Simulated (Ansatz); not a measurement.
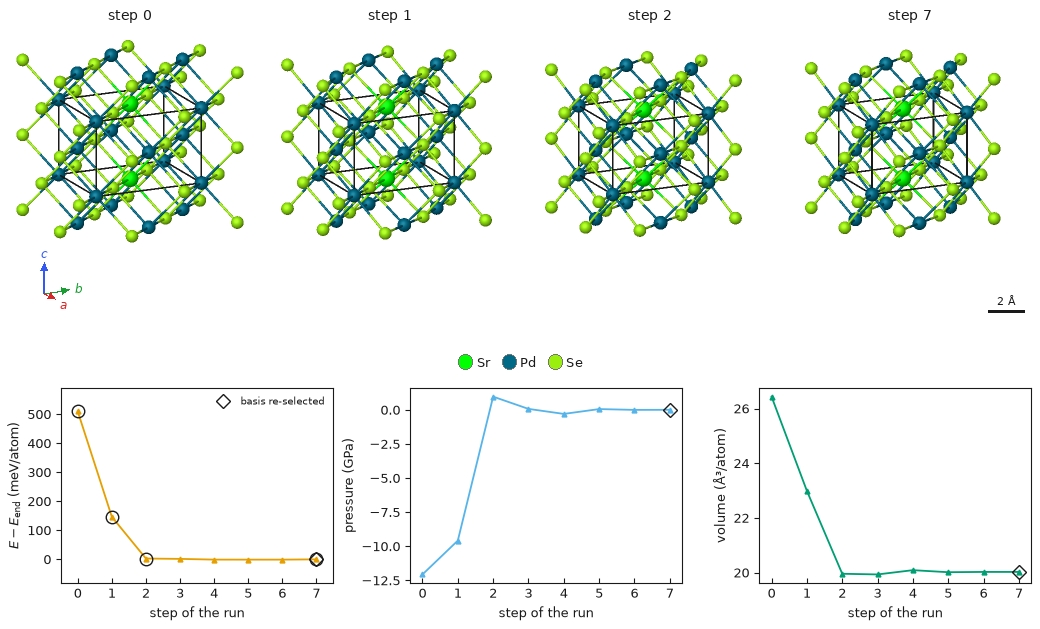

Frames of a relaxation of crystalline SrPd3Se4 (built on the CaCd3O4-65 type type), marked on the history of the run. A ball-and-stick model of the cell of the calculation, seen slightly off an axis.

Method: DFT, PBEsol, plane waves, PAW in Ansatz 0.2.0.

The input:
```yaml
crystal:
  lattice:
    - [4.19173781, -5.95240091, 0.0]
    - [4.19173781, 5.95240091, 0.0]
    - [0.0, 0.0, 4.23804628]
  atoms:
    - { symbol: Sr, position: [0.5, 0.5, 0.0] }
    - { symbol: Pd, position: [0.0, 0.5, 0.5] }
    - { symbol: Pd, position: [0.5, 0.0, 0.5] }
    - { symbol: Pd, position: [0.0, 0.0, 0.0] }
    - { symbol: Se, position: [0.24944167, 0.75055833, 0.0] }
    - { symbol: Se, position: [0.7485344, 0.7485344, 0.5] }
    - { symbol: Se, position: [0.2514656, 0.2514656, 0.5] }
    - { symbol: Se, position: [0.75055833, 0.24944167, 0.0] }
kpoints:
  mp_grid: { grid: [4, 4, 6] }
hamiltonian:
  xc: pbesol
scf:
  occupations: { method: fermi_dirac, width: 0.03 }
relax:
  f_tol: 0.01
  cell: {}
  max_steps: 120
output:
  write_density: true
  write_potential: true
  elf: true
  volumetric_format: npy
```

Command:
```bash
ansatz run input.yaml --threads 4 --pin off --max-ram 4608MiB --backend cpu --events-out ev --progress --plain --runs-dir out
```

### Describe the path.

The largest moves relative to the cell, 0.30 Å, are those of Se6 and Se7. Se6 goes along [1 1 0]. Pd and Sr stay in place. The volume changes by −24.2 %, with a = b 7.280 → 6.582 Å (−9.6 %), c 4.238 → 3.939 Å (−7.0 %), γ 109.7° → 110.1°. Some distances before and after: Se6–Se7 4.216 → 3.196 Å, Pd4–Se5 2.970 → 2.466 Å, Pd4–Se6 2.989 → 2.537 Å, Pd2–Se6 2.976 → 2.713 Å. Among the angles between lasting bonds that change: Pd2–Se6–Pd3 179.5° → 167.9°, Se6–Pd4–Se6 90.3° → 101.9°, Pd4–Se6–Pd4 90.3° → 101.9°. The space group stays Cmmm (No. 65). The energy falls by 510 meV per atom in 6 accepted moves (7 points after the start). The largest force component goes from 1.8 to 0.0021 eV/Å. The pressure goes from −12.06 to 0.01 GPa. The SCF was repeated once at an unchanged geometry on a basis and grid sized afresh for the cell, which shifted the energy by 0.9 meV per atom at most. The run took 65 s on 4 threads of Arm Neoverse V1 (shared host), peak memory 0.9 GiB. From step 0 to 1: Se atoms move most (0.18 Å), volume −13.0 %, energy −363 meV per atom. From step 1 to 2: Se atoms move most (0.16 Å), volume −13.2 %, energy −144 meV per atom. From step 2 to 7: Se atoms move most (0.03 Å), volume +0.3 %, energy −2.9 meV per atom.

```tsv
step	E − E(0), meV/atom	largest force component, eV/Å	pressure, GPa	volume, Å³/atom	note
0	0.00	1.7686	-12.06	26.436	
1	-363.10	1.3243	-9.58	22.990	
2	-506.86	0.4487	0.97	19.960	
3	-508.15	0.3836	0.08	19.935	
4	-510.58	0.0266	-0.29	20.092	
5	-510.65	0.0099	0.06	20.017	
6	-510.66	0.0022	0.00	20.027	
7	-509.71	0.0021	0.01	20.027	same geometry, new basis
```
